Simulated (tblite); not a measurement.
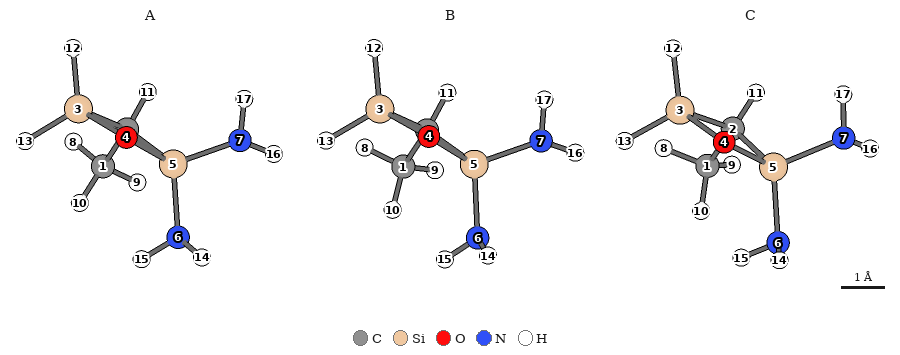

3 geometries from one relaxation of C$_{2}$H$_{10}$N$_{2}$OSi$_{2}$, in shuffled order. The picture is a ball-and-stick view, seen at a tilt.

Computed with GFN2-xTB geometry optimisation, gas phase (tblite). 

Question: Order the frames from highest to lowest energy.

Answer: C, B, A. They are steps 0, 24, 87, at +16.0 kcal/mol, +1.11 kcal/mol relative to the last. Over 87 geometry steps the energy falls by 16.0 kcal/mol. The largest move after the best rigid fit is that of H8, 0.63 Å. Largest moves by element: H 0.63 Å, C 0.19 Å, O 0.14 Å, N 0.14 Å, Si 0.10 Å. Among the contacts that change: Si5–N7 1.800 → 1.717 Å, Si5–N6 1.777 → 1.718 Å, C2–Si3 1.866 → 1.922 Å, N6–H14 1.058 → 1.007 Å. Bond angles that change, for instance: C2–Si5–N7 114.0° → 125.0°, Si5–N6–H14 107.4° → 116.7°, Si5–N6–H15 108.9° → 117.5°. Groups turn about C1–C2 by about 30°, Si5–N6 by about 25°. The run took 1.1 s on 1 thread of Arm Neoverse N1, with other jobs on the host.
